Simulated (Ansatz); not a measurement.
## Run report: C2H4BIn, geometry relaxation (part 1 of 2)

C2H4BIn, computed with RKS B3LYP-D4/def2-mTZVP (Ansatz 0.2.0).

It belongs to a series of runs on one base structure; here: end point B relaxed. Figures and captions count atoms from 1; the log counts them from 0 in places.

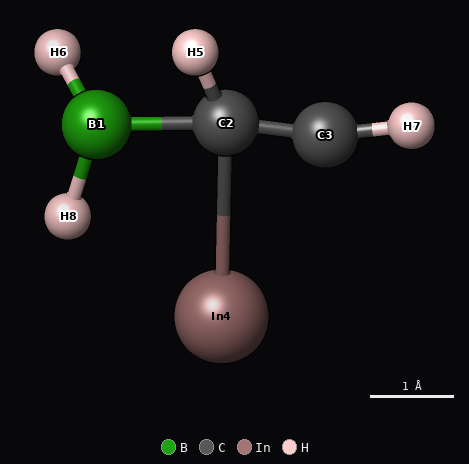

**Figure 1.** The structure as given in the input (ball-and-stick view, seen at an oblique angle; atoms are numbered from 1 in the order of the input). Sticks mark near contacts. Bond lengths as drawn: B–C 1.57 Å, B–H 1.19 to 1.28 Å, C–C 1.22 Å, C–H 1.06 to 1.09 Å and C–In 2.57 Å.

Input
```yaml
crystal:
  periodic: [false, false, false]
  atoms:
    - { symbol: B, position_ang: [-0.40292, 0.99073, -0.36515] }
    - { symbol: C, position_ang: [0.6086, -0.11546, 0.11123] }
    - { symbol: C, position_ang: [1.26049, -1.05009, 0.55064] }
    - { symbol: In, position_ang: [-1.33606, -1.80039, 0.1531] }
    - { symbol: H, position_ang: [1.08745, 0.86354, 0.13053] }
    - { symbol: H, position_ang: [-0.10242, 1.42961, -1.43043] }
    - { symbol: H, position_ang: [2.02546, -1.65748, 0.96744] }
    - { symbol: H, position_ang: [-1.53543, 0.39816, -0.48647] }
basis:
  gaussian: { orbitals: def2-mTZVP }
hamiltonian:
  xc: b3lyp
  dispersion: d4
relax:
  f_tol: 0.02
  max_steps: 50
output:
  orbitals: {}
```

Command:
```bash
ansatz run input.yaml --threads 2 --pin off --max-ram 3072MiB --backend cpu --events-out ev --progress --plain --runs-dir out
```

The program's output
```
The last accepted step is kept in [file] (removed where the run ends without a failure and the disk answers)
Engine: ansatz 0.2.0, x86_64-unknown-linux-gnu
Functional definition: B3LYP
  parameter a0 = 0.2
  parameter ax = 0.72
  parameter ac = 0.81
  exchange = (1 - a0 - ax)*slater_x + ax*b88_x + a0*exact_x
  correlation = (1 - ac)*vwn_rpa_c + ac*lyp_c
1174 factors; integrals over basis functions are off by at most 6.6e-4 eV
mean field evaluation 1: about -7973.3648 eV, gradient 6.9e1 eV
mean field evaluation 2: about -7842.9981 eV, gradient 1.7e2 eV
mean field evaluation 4: about -7985.5302 eV, gradient 1.8e1 eV
mean field evaluation 8: about -7986.8884 eV, gradient 2.8e-1 eV
mean field evaluation 16: about -7986.9461 eV, gradient 1.6e-4 eV
mean field -7986.94606933 eV, -293.5148543015 hartree, gradient 8.8e-6 eV, S^2 0.000000; 0 other end points of the search recorded, 0 dependent functions left out
the calculation of the forces begins
reference -7986.94633015 eV, -293.5148638865 hartree; 21, 21 occupied and 84, 84 virtual orbitals, 1174 factors
relax step   1: F+E_penalty+E_count = -7987.25940457 eV  Δ(F+E_penalty+E_count) = +0.000e0 eV  max|allowed force component| = 4.723e0 eV/Å  Δτ_max = 0.0000 Å  (33 SCF iters, accepted)
these checks for a lower state are left out or cut short: starts, cluster_reference, orbital_swaps, neighbouring_geometries, increment
1174 factors; integrals over basis functions are off by at most 6.6e-4 eV
mean field -7988.17007766 eV, -293.5598357777 hartree, gradient 2.8e-5 eV, S^2 0.000000; 0 other end points of the search recorded, 0 dependent functions left out
[... from here on the field's lines of each further geometry are left out, up to the last ...]
relax step   2: F+E_penalty+E_count = -7988.48917470 eV  Δ(F+E_penalty+E_count) = -1.230e0 eV  max|allowed force component| = 2.445e0 eV/Å  Δτ_max = 0.1949 Å  (33 SCF iters, accepted)
relax step   3: F+E_penalty+E_count = -7989.35435352 eV  Δ(F+E_penalty+E_count) = -8.652e-1 eV  max|allowed force component| = 1.747e0 eV/Å  Δτ_max = 0.1989 Å  (32 SCF iters, accepted)
relax step   4: F+E_penalty+E_count = -7989.86301637 eV  Δ(F+E_penalty+E_count) = -5.087e-1 eV  max|allowed force component| = 1.830e0 eV/Å  Δτ_max = 0.1947 Å  (32 SCF iters, accepted)
relax step   5: F+E_penalty+E_count = -7990.27381427 eV  Δ(F+E_penalty+E_count) = -4.108e-1 eV  max|allowed force component| = 1.410e0 eV/Å  Δτ_max = 0.1992 Å  (31 SCF iters, accepted)
relax step   6: F+E_penalty+E_count = -7990.52444705 eV  Δ(F+E_penalty+E_count) = -2.506e-1 eV  max|allowed force component| = 7.062e-1 eV/Å  Δτ_max = 0.1956 Å  (31 SCF iters, accepted)
relax step   7: F+E_penalty+E_count = -7990.63530873 eV  Δ(F+E_penalty+E_count) = -1.109e-1 eV  max|allowed force component| = 8.232e-1 eV/Å  Δτ_max = 0.1983 Å  (32 SCF iters, accepted)
relax step   8: F+E_penalty+E_count = -7990.73552890 eV  Δ(F+E_penalty+E_count) = -1.002e-1 eV  max|allowed force component| = 3.855e-1 eV/Å  Δτ_max = 0.1957 Å  (31 SCF iters, accepted)
relax step   9: F+E_penalty+E_count = -7990.75718253 eV  Δ(F+E_penalty+E_count) = -2.165e-2 eV  max|allowed force component| = 4.713e-1 eV/Å  Δτ_max = 0.1105 Å  (30 SCF iters, accepted)
relax step  10: F+E_penalty+E_count = -7990.77829820 eV  Δ(F+E_penalty+E_count) = -2.112e-2 eV  max|allowed force component| = 3.133e-1 eV/Å  Δτ_max = 0.0426 Å  (31 SCF iters, accepted)
relax step  11: F+E_penalty+E_count = -7990.79063759 eV  Δ(F+E_penalty+E_count) = -1.234e-2 eV  max|allowed force component| = 1.876e-1 eV/Å  Δτ_max = 0.0831 Å  (30 SCF iters, accepted)
relax step  12: F+E_penalty+E_count = -7990.79428656 eV  Δ(F+E_penalty+E_count) = -3.649e-3 eV  max|allowed force component| = 1.300e-1 eV/Å  Δτ_max = 0.0250 Å  (32 SCF iters, accepted)
relax step  13: F+E_penalty+E_count = -7990.79607631 eV  Δ(F+E_penalty+E_count) = -1.790e-3 eV  max|allowed force component| = 8.690e-2 eV/Å  Δτ_max = 0.0436 Å  (32 SCF iters, accepted)
relax step  14: F+E_penalty+E_count = -7990.80972040 eV  Δ(F+E_penalty+E_count) = -1.364e-2 eV  max|allowed force component| = 3.036e-1 eV/Å  Δτ_max = 0.1951 Å  (31 SCF iters, accepted)
relax step  15: F+E_penalty+E_count = -7990.84643582 eV  Δ(F+E_penalty+E_count) = -3.672e-2 eV  max|allowed force component| = 7.359e-1 eV/Å  Δτ_max = 0.1983 Å  (30 SCF iters, accepted)
relax step  16: F+E_penalty+E_count = -7990.92029659 eV  Δ(F+E_penalty+E_count) = -7.386e-2 eV  max|allowed force component| = 1.002e0 eV/Å  Δτ_max = 0.1910 Å  (31 SCF iters, accepted)
relax step  17: F+E_penalty+E_count = -7991.01780420 eV  Δ(F+E_penalty+E_count) = -9.751e-2 eV  max|allowed force component| = 8.647e-1 eV/Å  Δτ_max = 0.2000 Å  (31 SCF iters, accepted)
relax step  18: F+E_penalty+E_count = -7991.09354592 eV  Δ(F+E_penalty+E_count) = -7.574e-2 eV  max|allowed force component| = 5.465e-1 eV/Å  Δτ_max = 0.1964 Å  (31 SCF iters, accepted)
relax step  19: F+E_penalty+E_count = -7991.13932521 eV  Δ(F+E_penalty+E_count) = -4.578e-2 eV  max|allowed force component| = 6.585e-1 eV/Å  Δτ_max = 0.1953 Å  (30 SCF iters, accepted)
relax step  20: F+E_penalty+E_count = -7991.19613351 eV  Δ(F+E_penalty+E_count) = -5.681e-2 eV  max|allowed force component| = 6.378e-1 eV/Å  Δτ_max = 0.1743 Å  (31 SCF iters, accepted)
relax step  21: F+E_penalty+E_count = -7991.23132347 eV  Δ(F+E_penalty+E_count) = -3.519e-2 eV  max|allowed force component| = 1.745e-1 eV/Å  Δτ_max = 0.1781 Å  (30 SCF iters, accepted)
relax step  22: F+E_penalty+E_count = -7991.23982257 eV  Δ(F+E_penalty+E_count) = -8.499e-3 eV  max|allowed force component| = 1.401e-1 eV/Å  Δτ_max = 0.0815 Å  (31 SCF iters, accepted)
relax step  23: F+E_penalty+E_count = -7991.24121909 eV  Δ(F+E_penalty+E_count) = -1.397e-3 eV  max|allowed force component| = 6.586e-2 eV/Å  Δτ_max = 0.0129 Å  (25 SCF iters, accepted)
the calculation of the forces begins
reference -7990.91332659 eV, -293.6606483165 hartree; 21, 21 occupied and 84, 84 virtual orbitals, 1174 factors
relax step  24: F+E_penalty+E_count = -7991.24187820 eV  Δ(F+E_penalty+E_count) = -6.591e-4 eV  max|allowed force component| = 7.396e-3 eV/Å  Δτ_max = 0.0242 Å  (31 SCF iters, accepted)
1174 factors; integrals over basis functions are off by at most 7.3e-4 eV
mean field evaluation 192: about -7990.9129 eV, gradient 2.8e-1 eV
```

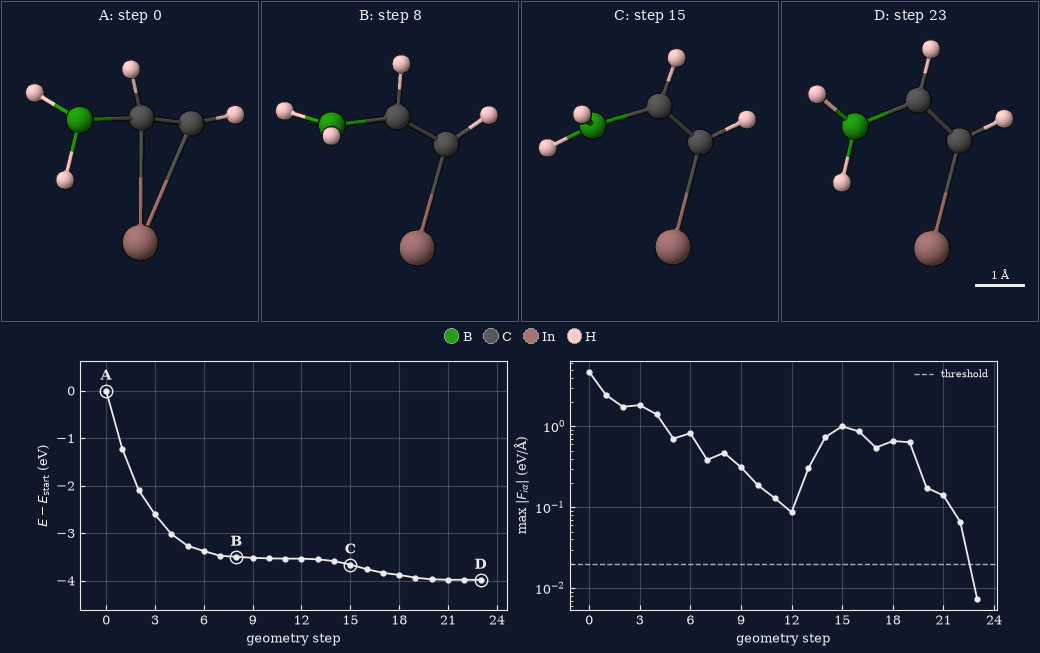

**Figure 2.** Frames of the relaxation (ball-and-stick view, seen at a tilt) above the curves, on which the letters mark them (the first geometry is step 0 here and step 1 in the log).

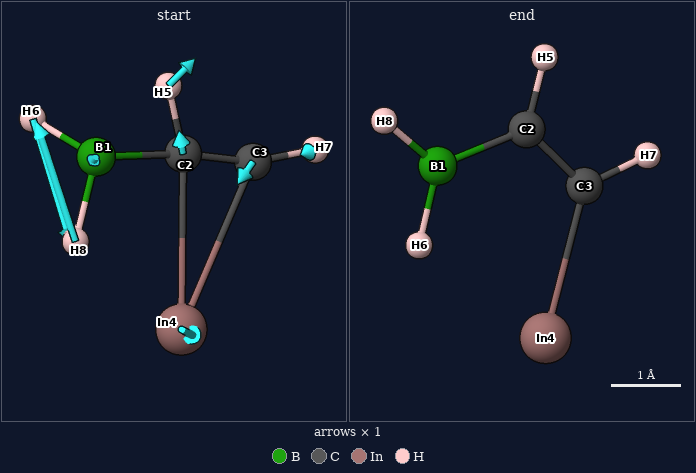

**Figure 3.** Before (left) and after (right) the relaxation, at one scale (ball-and-stick view, seen at a tilt). The teal arrows give the displacements, at true length. Over 23 geometry steps the energy falls by 3.982 eV. The largest force component goes from 4.7 to 0.0074 eV/Å. The atom that moves furthest after the best rigid fit is H6 (1.94 Å). Largest moves by element: H 1.94 Å, In 0.77 Å, C 0.45 Å, B 0.25 Å. Among the contacts that change: C2–In4 2.573 → 3.208 Å, C3–In4 2.732 → 2.313 Å, C2–C3 1.221 → 1.361 Å, B1–H8 1.284 → 1.191 Å. Among the angles that change: B1–C2–C3 172.1° → 120.5°, B1–C2–H5 69.9° → 119.9°, C2–C3–In4 69.5° → 119.4°. (Atoms are counted from 1 in the order of the input.)

```
mean field -7990.91305928 eV, -293.6606384931 hartree, gradient 1.3e-5 eV, S^2 0.000000; 1 other end points of the search recorded, 0 dependent functions left out
the calculation of the forces begins
reference -7990.91332659 eV, -293.6606483165 hartree; 21, 21 occupied and 84, 84 virtual orbitals, 1174 factors
Total energy: -7991.24214551 eV, -293.6727321890 hartree
Atom 0 at    -0.466560     0.846940    -0.485389 Å, force     0.001829    -0.005825     0.001349 eV/Å
Atom 1 at     0.658063     0.243653     0.346186 Å, force    -0.006039     0.007396    -0.001548 eV/Å
Atom 2 at     0.846598    -1.103631     0.377932 Å, force    -0.000295    -0.000498    -0.001903 eV/Å
Atom 3 at    -0.538736    -2.473448    -0.867964 Å, force     0.002285    -0.001061     0.002991 eV/Å
Atom 4 at     1.316192     0.895523     0.929283 Å, force    -0.001650    -0.005738     0.000953 eV/Å
Atom 5 at    -1.174185     0.108014    -1.124769 Å, force    -0.000959     0.003879     0.000078 eV/Å
Atom 6 at     1.668032    -1.470788     1.004709 Å, force     0.003229    -0.001131    -0.000341 eV/Å
Atom 7 at    -0.704233     2.012358    -0.549099 Å, force     0.001600     0.002978    -0.001580 eV/Å
Dipole moment:     0.082827    -0.285173     0.038600 e Å
```

Trajectory as extended XYZ (Å, eV, eV/Å), 24 frames, from step=1 to step=24
```
8
Properties=species:S:1:pos:R:3:forces:R:3 step=1 energy=-7987.25940
B    -0.4029    0.9907   -0.3651   -0.1247  -2.8624  -1.6001
C     0.6086   -0.1155    0.1112   -2.8362   2.5137  -2.2830
C     1.2605   -1.0501    0.5506    1.5032  -4.7233   1.1919
In   -1.3361   -1.8004    0.1531    0.3500  -0.3531  -0.2145
H     1.0875    0.8635    0.1305    0.8521   3.1497   0.9390
H    -0.1024    1.4296   -1.4304    0.1836   0.0725   0.0131
H     2.0255   -1.6575    0.9674    0.2268   0.3706   0.4746
H    -1.5354    0.3982   -0.4865   -0.1547   1.8323   1.4789
8
Properties=species:S:1:pos:R:3:forces:R:3 step=2 energy=-7988.48917
B    -0.3941    0.9085   -0.4651   -0.3830  -2.4445  -1.0317
C     0.6295   -0.1270    0.0445   -0.3567   1.0966  -0.4952
C     1.2790   -1.1012    0.5226   -0.7737  -2.3527  -0.2693
In   -1.2961   -1.8388    0.1275    0.5187  -0.3681  -0.1426
H     1.0600    0.9332    0.2225   -0.1146   1.7335   0.6273
H    -0.0837    1.4261   -1.4839   -0.0262   0.1457  -0.0528
H     2.0288   -1.6655    1.0249    0.2770   0.5582   0.3877
H    -1.6183    0.5234   -0.3622    0.8585   1.6314   0.9766
8
Properties=species:S:1:pos:R:3:forces:R:3 step=3 energy=-7989.35435
B    -0.3740    0.7848   -0.5876   -1.6493  -0.3483  -0.0860
C     0.6347   -0.1308    0.0148    1.5083   0.3006   0.8866
C     1.2455   -1.1634    0.4944   -1.5513  -1.3374  -0.9271
In   -1.2179   -1.8991    0.1171    0.5487  -0.4271  -0.0775
H     1.0074    1.0107    0.3046   -0.5895   0.1882  -0.0446
H    -0.0743    1.4393   -1.5310   -0.1245  -0.1151  -0.1181
H     2.0155   -1.6590    1.0539    0.1105   0.8109   0.3029
H    -1.6316    0.6761   -0.2354    1.7470   0.9282   0.0637
8
Properties=species:S:1:pos:R:3:forces:R:3 step=4 energy=-7989.86302
B    -0.3720    0.7720   -0.6242   -1.6631   0.0808   0.4038
C     0.6394   -0.1324    0.0024    1.0134   0.5769   0.8352
C     1.1871   -1.2195    0.4581   -1.1537  -1.0455  -0.6059
In   -1.1020   -2.0173    0.0974    0.4125  -0.3157  -0.1142
H     0.9641    1.0341    0.3354   -0.4020  -0.3675  -0.2324
H    -0.0941    1.4129   -1.5870   -0.0514  -0.1578  -0.0509
H     1.9635   -1.6296    1.0893    0.0144   0.8508   0.0885
H    -1.5809    0.8384   -0.1406    1.8299   0.3780  -0.3242
8
Properties=species:S:1:pos:R:3:forces:R:3 step=5 energy=-7990.27381
B    -0.3828    0.7760   -0.6306   -1.2188   0.1157   0.4975
C     0.6266   -0.1354    0.0077    0.1322   0.9238   0.3748
C     1.0979   -1.2799    0.4326    0.1727  -0.4300   0.1711
In   -0.9998   -2.1387    0.0484   -0.0990  -0.4300  -0.1784
H     0.9371    1.0200    0.3390    0.0106  -0.6859  -0.1492
H    -0.1047    1.3638   -1.6307   -0.0721  -0.1166   0.0466
H     1.9224   -1.5363    1.1101   -0.3355   0.5615  -0.2575
H    -1.4915    0.9890   -0.0456    1.4099   0.0616  -0.5049
8
Properties=species:S:1:pos:R:3:forces:R:3 step=6 energy=-7990.52445
B    -0.4027    0.7862   -0.6225   -0.6630   0.2184   0.2481
C     0.5984   -0.1284    0.0217   -0.2956   0.6080   0.0812
C     1.0456   -1.2922    0.4405    0.2106  -0.1079   0.3602
In   -0.9699   -2.3176   -0.0247    0.1512  -0.1740  -0.0819
H     0.9604    0.9727    0.3246    0.2497  -0.5140   0.0165
H    -0.1300    1.3219   -1.6540   -0.0848  -0.0733   0.0390
H     1.8944   -1.4235    1.1237   -0.2743   0.1315  -0.2782
H    -1.3910    1.1396    0.0217    0.7062  -0.0886  -0.3848
8
Properties=species:S:1:pos:R:3:forces:R:3 step=7 energy=-7990.63531
B    -0.4606    0.7763   -0.6328   -0.1196   0.8232   0.3765
C     0.5675   -0.0835    0.0369    0.2397   0.3527   0.2963
C     0.9632   -1.2638    0.4818   -0.1425  -0.2151   0.1423
In   -0.8911   -2.4773   -0.1120    0.2851   0.0977   0.0217
H     1.0965    0.9406    0.2959   -0.1533  -0.7949  -0.1017
H    -0.1844    1.2811   -1.6751   -0.2810  -0.0828  -0.1514
H     1.8206   -1.3687    1.1404    0.0779  -0.0125  -0.0909
H    -1.3065    1.2539    0.0959    0.0937  -0.1682  -0.4928
```
